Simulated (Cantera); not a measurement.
A closed system holds: 1 mol BN, 17 mol HCl, 22 mol N₂, equilibrated at 3700 Pa.

These are equilibrium values from Cantera (NASA tables, ideal gas, pure condensed phases), not measurements of a reactor. Candidate condensed phases: B, BN, NH₄Cl; 21 gas species. The tables' values for BCl₂, BCl are old estimates; treat these amounts as uncertain. Gases not in the tables: BHCl₂. The numbers say what is thermodynamically allowed, not how fast it happens.

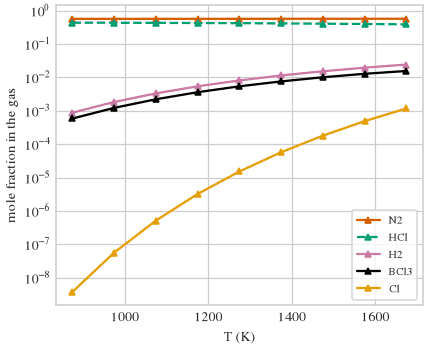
Equilibrium gas composition (values under 1e-9 drawn at 1e-9)

From 875 K to 1675 K the condensed part is BN(s). The main B-bearing gas is BCl₃ throughout. The share of B in condensed phases is highest at 875 K (97.7 %) and lowest at 1675 K (37.8 %).
